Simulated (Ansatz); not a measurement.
C₅H₈O (SMILES C=CCOC=C)

```xyz
14

C    -2.1394   -1.6872    0.1225
C    -0.8241   -1.5389    0.1381
C    -0.1406   -0.2249    0.2683
O     0.8255   -0.1159   -0.7613
C     1.5669    1.0052   -0.7698
C     1.5034    2.0390    0.0644
H    -2.5991   -2.6665    0.0633
H    -2.8062   -0.8320    0.1728
H    -0.1712   -2.4058    0.0765
H     0.3672   -0.1500    1.2408
H    -0.8599    0.6003    0.2003
H     2.2754    0.9777   -1.5911
H     0.8086    2.1017    0.8905
H     2.1806    2.8678   -0.0863
```

Geometry: PBE0-D4/def2-TZVP.

Level of theory: Ansatz, RKS PBE0-D4/def2-TZVPP.

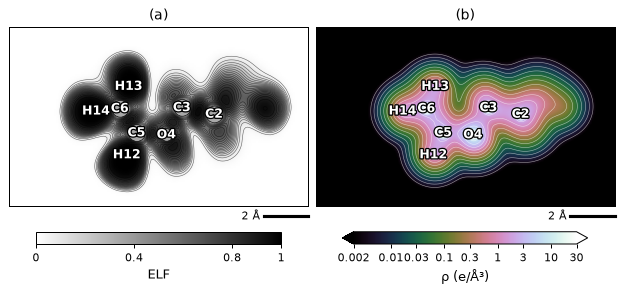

Figure 1. (a) electron localisation function; (b) total electron density on the plane of atoms O4, C5 and C6. Grey discs cover the atomic cores in the ELF map.

**What does the map show?**

The plane passes through C, O and H nuclei. C–C (1.33 Å): ρ at the midpoint is about 2.4 e/Å³; the ELF peaks at about 0.90 between the atoms: a short, multiple covalent bond. C–O (1.34 Å): the density is about 2.4 e/Å³ at the midpoint, with its minimum of 2 e/Å³ about 0.5 Å from C; the ELF peaks at about 0.90 between the atoms (a polar covalent bond). C–H (1.08 Å): ρ at the midpoint is about 2 e/Å³; the ELF climbs to about 1 towards the hydrogen, as it does in any bond to H (an ordinary covalent bond to hydrogen). C–O (1.42 Å): ρ at the midpoint is about 2 e/Å³, with its minimum of 1.7 e/Å³ about 0.5 Å from C; the ELF peaks at about 0.85 between the atoms (a shared but strongly polarised pair). C–C (1.49 Å): ρ at the midpoint is about 1.8 e/Å³; the ELF peaks at about 0.95 between the atoms; localised, covalent bonding. The ELF also peaks beside O4, away from the bonds: lone-pair regions.

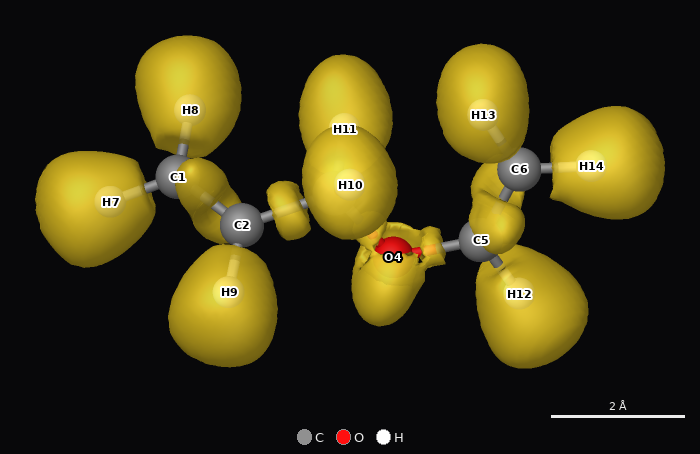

Figure 2. Isosurface of the ELF at 0.8 (yellow), seen across its widest extent. Only the valence region is drawn (cores and ρ < 0.01 e/Å³ removed).

**Describe the localisation domains.**

The surface consists of three regions between bonded C–C atoms (shared pairs), eight regions around hydrogen nuclei and one region on O in which the atom's valence shell and bonds are merged. Along the contacts the grid gives the following. C–C (1.32 Å): the ELF peaks at about 0.90 between the atoms (a short, multiple covalent bond).

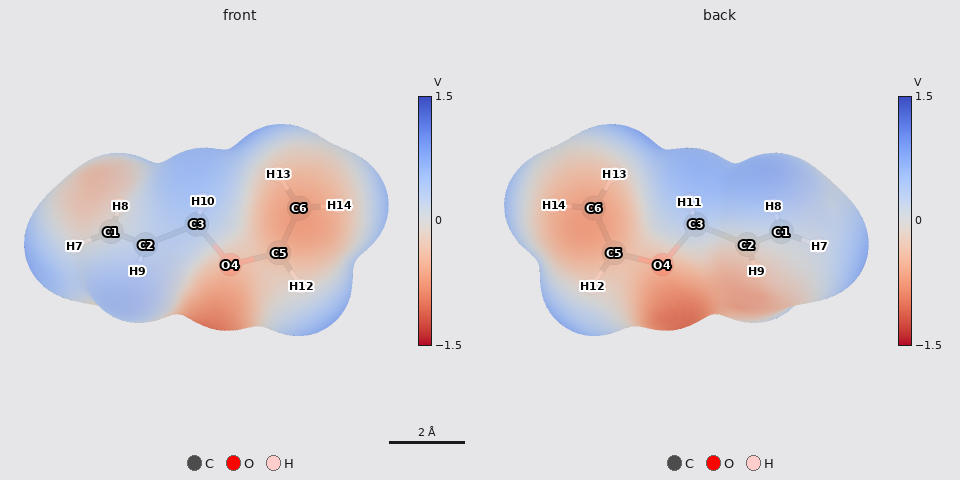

Figure 3. The molecular electrostatic potential painted on the density surface at 0.001 e/bohr³, seen from the front and from behind; red is negative and blue positive.

**Where is the surface potential most negative and most positive?**

The most negative region (about −1.0 V, or −23 kcal/mol for a unit charge) lies over O4, the most positive (about +0.7 V, or +16 kcal/mol for a unit charge) over H7, H8, H12 and H13.
